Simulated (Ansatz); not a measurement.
The parent structure is ZrO2 in the fluorite structure (space group Fm-3m, No. 225; a = 5.0891 Å).

Now apply this change: the cell is scaled by 0.9787 in all directions; the atoms relax in the strained cell.

Method: DFT with r2SCAN, PAW potentials and a 500 eV plane-wave cutoff in Ansatz (a first-principles code), no spin-orbit coupling, earlier PAW set.

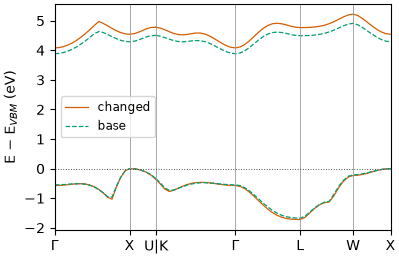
Figure. Highest valence and lowest conduction band along the path, each from its own valence-band maximum

Problem. Read the changed gap and its character from the plot.

Solution. About 4.1 eV, indirect, X → Γ.

Stability against distortions was not tested. This is not the structure that ZrO2 has at room temperature and ambient pressure.
